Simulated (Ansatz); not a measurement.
C₄H₇BO₂Se (SMILES OB(O)C1=CC[Se]C1)

Input

```
crystal:
  periodic: [false, false, false]
  atoms:
    - {symbol: C, position_ang: [0.635027, -0.229601, 0.498431]}
    - {symbol: C, position_ang: [0.089457, -1.099012, 1.368518]}
    - {symbol: C, position_ang: [0.742478, -2.422165, 1.638003]}
    - {symbol: C, position_ang: [1.918069, -0.649943, -0.180137]}
    - {symbol: B, position_ang: [-0.016344, 1.161890, 0.187852]}
    - {symbol: O, position_ang: [-1.176225, 1.501678, 0.832087]}
    - {symbol: O, position_ang: [0.616595, 1.968982, -0.719813]}
    - {symbol: Se, position_ang: [2.369675, -2.459570, 0.505688]}
    - {symbol: H, position_ang: [-1.541932, 2.365912, 0.610700]}
    - {symbol: H, position_ang: [0.195596, 2.819192, -0.893927]}
    - {symbol: H, position_ang: [-0.840585, -0.858736, 1.896022]}
    - {symbol: H, position_ang: [1.017841, -2.534468, 2.700117]}
    - {symbol: H, position_ang: [0.081167, -3.265849, 1.378318]}
    - {symbol: H, position_ang: [1.808883, -0.689167, -1.275352]}
    - {symbol: H, position_ang: [2.745026, 0.042987, 0.041106]}
basis:
  gaussian:
    orbitals: def2-SVPD
hamiltonian:
  xc: {name: PBE0}
output:
  forces: true
  orbitals: {seedname: orbitals}
```

Launched as:

```sh
ansatz run input.yaml --threads 4 --pin off --max-ram 7830MiB --events-out events.jsonl --progress --plain --runs-dir runs
```

Geometry: B3LYP/def2-SVP.

All numbers below come from isolated molecule in a Gaussian basis; Kohn-Sham density functional theory, functional PBE0 (Ansatz 0.2.0).

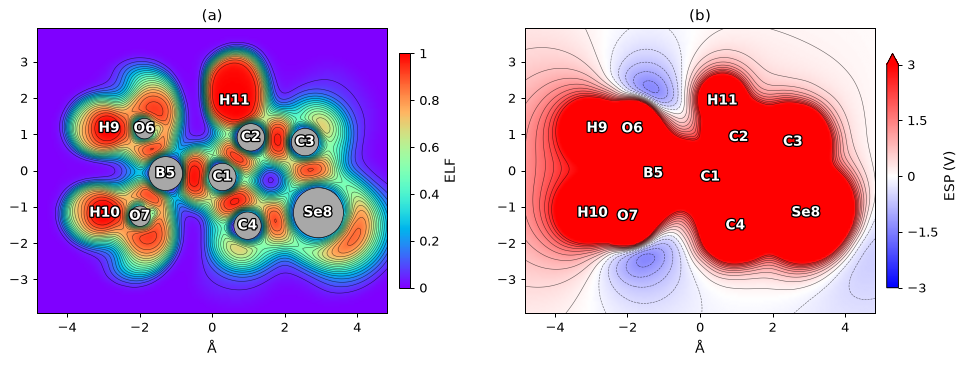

Figure 1. (a) electron localisation function; (b) electrostatic potential on the plane of atoms B5, O7 and H10. Grey discs cover the atomic cores in the ELF map.

### What do the fields say about this system?

- Atoms in the plane: C, B, O, Se and H.
- C–C (1.35 Å): the ELF peaks at about 0.95 between the atoms; a covalent bond.
- B–O (1.37 Å): the ELF peaks at about 0.90 between the atoms, as expected for a polar covalent bond.
- C–B (1.57 Å): the ELF peaks at about 1 between the atoms: localised, covalent bonding.
- C–Se (1.98 Å): the ELF peaks at about 0.90 between the atoms: a shared electron pair.
- O–H (0.96 Å): the ELF climbs to about 1 towards the hydrogen, as it does in any bond to H (an ordinary covalent bond to hydrogen).
- The ELF also peaks beside O7, Se8 and O6, away from the bonds: lone-pair regions.
- Outside the dense part of the molecule the potential is most negative (−1.4 V) near O7.

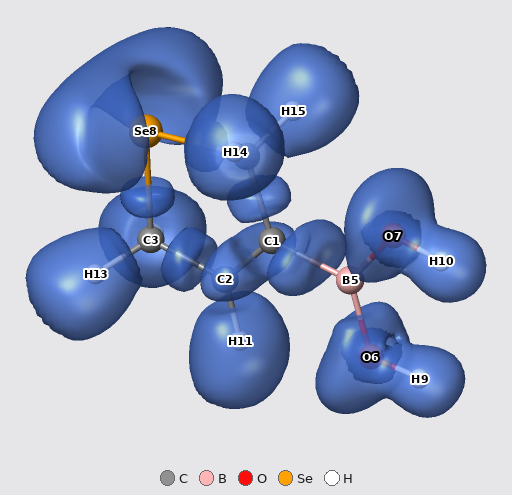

Figure 2. Isosurface of the electron localisation function at 0.75 (blue), seen at a tilt. Only the valence region is drawn (cores and ρ < 0.01 e/Å³ removed).

### Identify the bonds, lone pairs and shells in this picture.

The surface consists of one region between bonded B–C atoms (shared pairs), three regions between bonded C–C atoms (shared pairs), two regions between bonded C–Se atoms (shared pairs), five regions around hydrogen nuclei, one region wrapped around Se (its valence shell) and two joined regions spread over several atoms (H, O), in which their bonds and any lone pairs are merged.

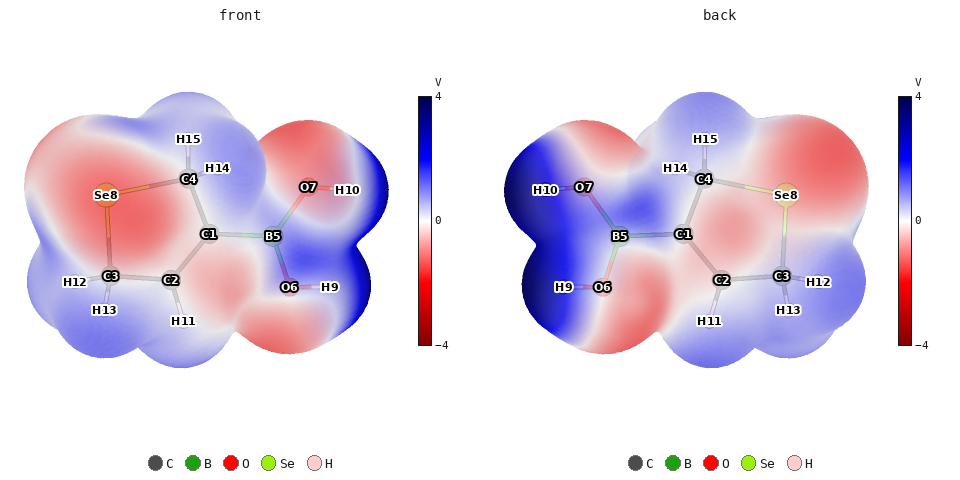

Figure 3. The molecular electrostatic potential painted on the density surface at 0.004 e/bohr³, seen from the front and from behind; red is negative and blue positive.

### Describe the electrostatic potential map.

The most negative region (about −1.4 V, or −32 kcal/mol for a unit charge) lies over Se8, the most positive (about +3.9 V, or +90 kcal/mol for a unit charge) over H9 and H10.

### What dipole moment does the calculation give?

Its dipole moment is 3.99 D.

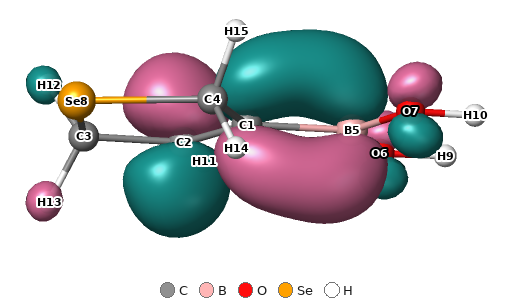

Figure 4. One frontier orbital at ±0.15 Å⁻³ᐟ² (teal and pink are the two phases), seen from one side.

### Which orbital is it: HOMO or LUMO?

The LUMO, at −0.65 eV. By Hirshfeld shares it lies mainly on C2 (about 30 %), C1 (about 20 %) and B5 (about 20 %).
